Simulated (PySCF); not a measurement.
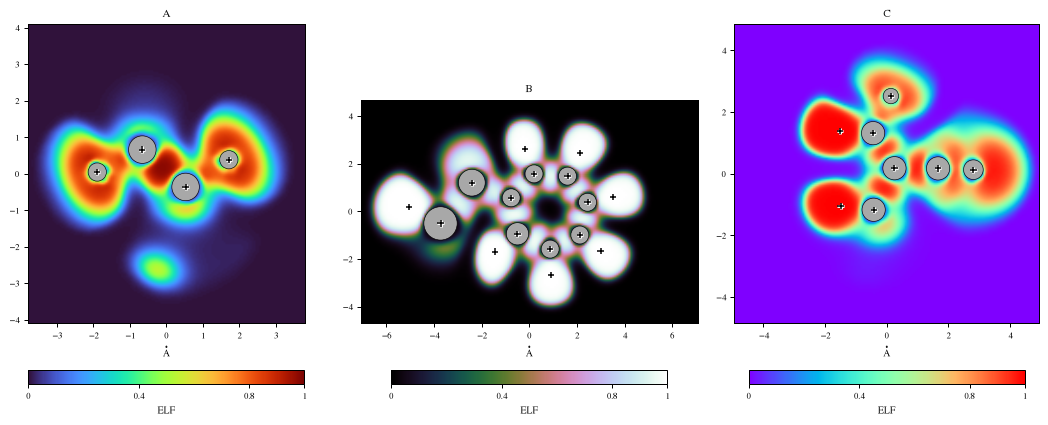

The electron localisation function of 3 systems, each on a plane through atoms (crosses mark nuclei in the plane; grey discs cover the cores).

The calculation used PBE0/pcSseg-1, SCF density, gas phase, non-relativistic in PySCF.

System 1: C6H6FN, the plane of atoms C3, C4 and C5. Geometry: GFN2-xTB, NEB image 0 of 0 to 8.

```
atom    x (Å)    y (Å)    z (Å)
   C  -2.2711  -0.5275  -0.3627
   C  -1.3213   0.3575  -0.1318
   C  -0.1891   0.1406   0.8323
   C   1.1243   0.1851   0.0948
   C   1.5012   1.4388  -0.4421
   N   1.7786   2.4694  -0.8584
   C   1.8775  -0.9004  -0.0738
   F   3.0304  -0.8901  -0.7454
   H  -3.0666  -0.3362  -1.0619
   H  -2.2998  -1.4780   0.1454
   H  -1.3049   1.3055  -0.6528
   H  -0.2006   0.9361   1.5839
   H  -0.2958  -0.8225   1.3332
   H   1.6365  -1.8788   0.3172
```

System 2: C6H9BSSi (SMILES [SiH3]SC1=CC=CC=CB1), the plane of atoms S2, Si1 and H11. Geometry: PBE0-D3(BJ)/def2-SVP.

```xyz
18

Si    2.6588    0.3787   -0.4960
S     1.3244   -1.2116    0.0863
C    -0.3175   -0.6296   -0.2225
C    -1.2878   -1.5684    0.1033
C    -2.6912   -1.4874    0.0040
C    -3.5170   -0.4724   -0.4383
C    -3.1776    0.8072   -0.9286
C    -1.9256    1.3648   -1.0883
B    -0.5636    0.7748   -0.7891
H     2.5000    1.6103    0.3276
H     3.9768   -0.2548   -0.1907
H     2.5898    0.7003   -1.9493
H    -0.9265   -2.5262    0.4998
H    -3.2111   -2.3914    0.3374
H    -4.5884   -0.6926   -0.4027
H    -4.0406    1.4218   -1.2136
H    -1.9411    2.3847   -1.4921
H     0.4018    1.4740   -1.0175
```

System 3: C3H3F5 (SMILES CC(F)(F)C(F)(F)F), the plane of atoms F4, C2 and C5. Geometry: GFN2-xTB, MD frame at 250 fs, 400 K.

```yaml
atoms:
  - { symbol: C, position_ang: [-1.6528, -0.8998, 0.3098] }
  - { symbol: C, position_ang: [-0.5172, -0.0044, -0.0354] }
  - { symbol: F, position_ang: [-0.6656, 0.6042, -1.1815] }
  - { symbol: F, position_ang: [-0.5095, 1.0696, 0.8619] }
  - { symbol: C, position_ang: [0.8987, -0.6672, 0.0313] }
  - { symbol: F, position_ang: [1.1550, -1.1675, 1.2347] }
  - { symbol: F, position_ang: [1.0209, -1.7498, -0.8136] }
  - { symbol: F, position_ang: [1.8891, 0.2053, -0.2286] }
  - { symbol: H, position_ang: [-1.3229, -1.5786, 1.1777] }
  - { symbol: H, position_ang: [-2.4073, -0.3564, 0.8000] }
  - { symbol: H, position_ang: [-2.0326, -1.4579, -0.5256] }
```

Match each panel to its system.

Answer. Panel A is system 3, C3H3F5: the plane holds C and F. Panel B is system 2, C6H9BSSi: the plane holds Si, S, C, B and H. C–C (1.38 Å): the ELF peaks at about 0.95 between the atoms; a covalent bond. Panel C is system 1, C6H6FN: the plane holds C, N, F and H. C–N (1.15 Å): the ELF peaks at about 0.85 between the atoms; a short, multiple covalent bond.
